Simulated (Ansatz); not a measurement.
**AlFH6OW···HCl: density, localisation and related maps**

The calculation's input:

```
crystal:
  periodic: [false, false, false]
  atoms:
    - { symbol: W, position_ang: [0.0, 0.0, 0.0] }
    - { symbol: Cl, position_ang: [0.0, 0.0, 2.74] }
    - { symbol: H, position_ang: [1.72, 0.0, 0.0] }
    - { symbol: H, position_ang: [0.0, 1.72, 0.0] }
    - { symbol: F, position_ang: [-1.85, 0.0, 0.0] }
    - { symbol: H, position_ang: [0.0, -1.72, 0.0] }
    - { symbol: H, position_ang: [0.0, 0.0, -1.72] }
    - { symbol: O, position_ang: [1.4721, 1.5335, 0.7063] }
    - { symbol: Al, position_ang: [2.9226, 1.1852, 1.6775] }
    - { symbol: H, position_ang: [3.4691, -0.2732, 1.7677] }
    - { symbol: H, position_ang: [3.6472, 2.3382, 2.4384] }
    - { symbol: H, position_ang: [1.039, 1.0824, 1.9242] }
basis:
  gaussian: { orbitals: def2-SVP }
hamiltonian:
  xc: blyp
relax:
  f_tol: 0.15
  max_steps: 25
  restrain:
    - { distance: [0, 7], at: 1.94, k: 30.0 }
    - { distance: [11, 1], at: 1.37, k: 30.0 }
    - { distance: [0, 1], at: 3.59, k: 30.0 }
    - { distance: [11, 7], at: 2.21, k: 30.0 }
output:
  orbitals: {}
```

Run with:

```sh
ansatz run input.yaml --threads 4 --pin off --max-ram 5120MiB --backend cpu --events-out ev --progress --plain --runs-dir out
```

The fields are those of the run's last geometry, not of the input's.

Core potentials replace the inner electrons of W; not at a stationary point (largest force 0.9 eV/Å).

The calculation used RKS BLYP/def2-SVP in Ansatz.

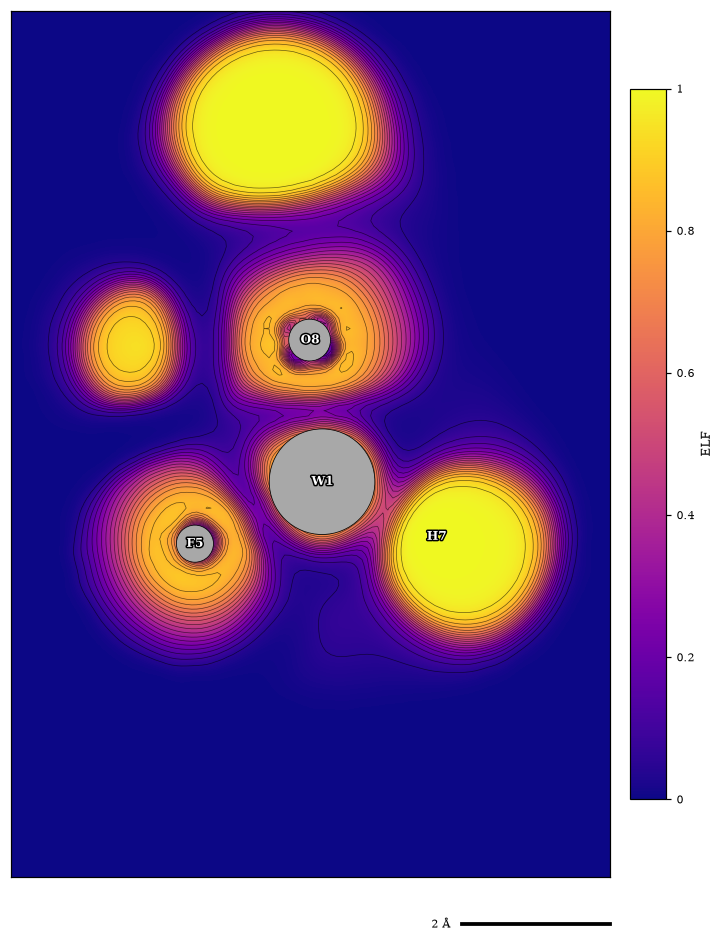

Figure 1. ELF on the plane of atoms H7, W1 and O8. Grey discs cover the atomic cores.

Question: What do the fields say about this system?

Answer:
- The section cuts through W, F, H and O sites.
- W–F (1.91 Å): the ELF peaks at about 0.85 in the valence shell of F, 0.5 Å from its nucleus, and drops to about 0.20 between the two atoms.
- W–O (1.92 Å): the ELF peaks at about 0.85 in the valence shell of O, 0.6 Å from its nucleus, and drops to about 0.25 between the two atoms.
- W–H (1.71 Å): the ELF climbs to about 1 towards the hydrogen.

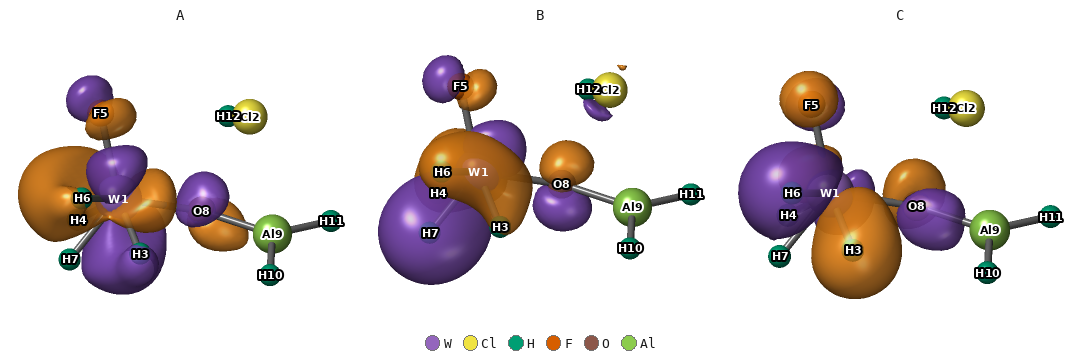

Figure 2. Three frontier orbitals at ±0.1 Å⁻³ᐟ² (orange and purple are the two phases), in no order.

Question: Order the three orbitals by energy and name them.

Answer: B is the HOMO−1 (−7.02 eV). It lies mainly on W1 (about 45 %), H7 (about 25 %) and O8 (about 10 %). C is the HOMO (−6.42 eV). Its weight (Hirshfeld) is mainly on W1 (about 35 %), H6 (about 20 %), H3 (about 15 %), O8 (about 15 %) and F5 (about 10 %). A is the LUMO (−3.14 eV). By Hirshfeld shares it lies mainly on W1 (about 65 %), O8 (about 10 %) and F5 (about 10 %).

Question: What is the HOMO–LUMO gap?

Answer: 3.28 eV between the orbital energies.

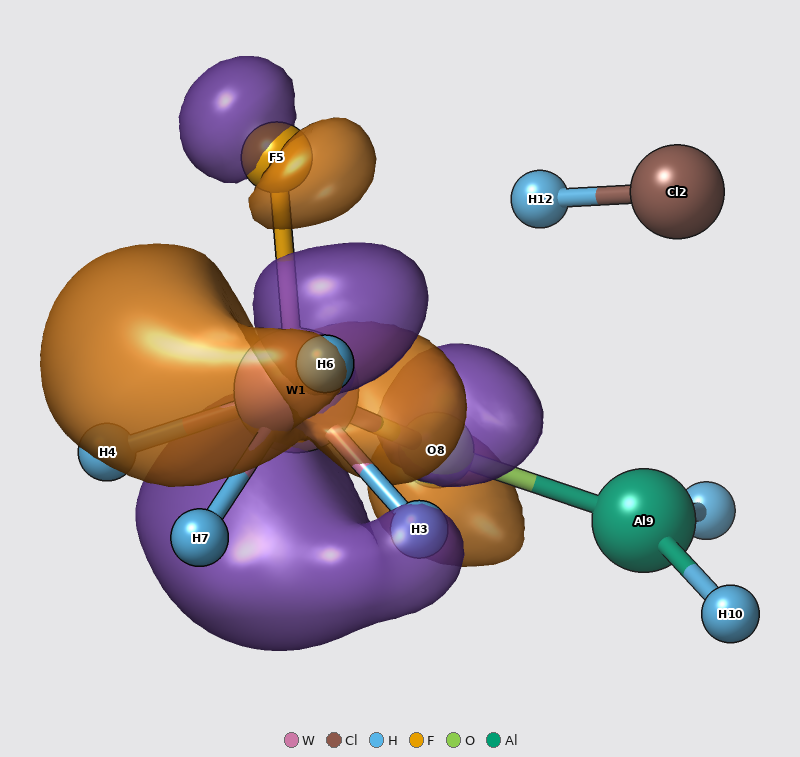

Figure 3. One frontier orbital at ±0.1 Å⁻³ᐟ² (orange and purple are the two phases), seen at a tilt.

Question: Which orbital is it: HOMO or LUMO?

Answer: The LUMO, at −3.14 eV. By Hirshfeld shares it lies mainly on W1 (about 65 %), O8 (about 10 %) and F5 (about 10 %).
